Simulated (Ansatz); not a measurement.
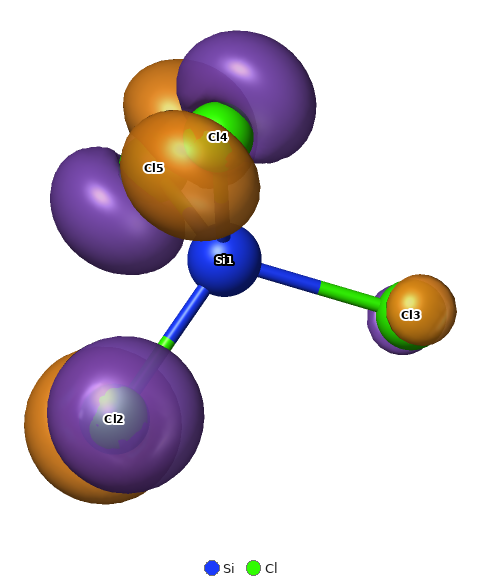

Figure 1: Cl₄Si. The HOMO at ±0.15 Å⁻³ᐟ² (orange and purple are the two phases), seen at a tilt.

These are results of Ansatz 0.2.0, RKS PBE-D4/6-31G, not measurements.

```xyz
5

Si    0.0005    0.0000    0.0004
Cl    0.0001    0.0000    2.1602
Cl    2.0368    0.0000   -0.7193
Cl   -1.0176    1.7634   -0.7196
Cl   -1.0176   -1.7634   -0.7196
```

> Describe this orbital and give its energy.

Its weight (Hirshfeld) is mainly on Cl2 (about 35 %), Cl4 (about 25 %) and Cl5 (about 25 %); largely a combination of lone pairs on Cl2, Cl4 and Cl5. It is one of a degenerate set, so its orientation is arbitrary. Its energy is −8.54 eV.
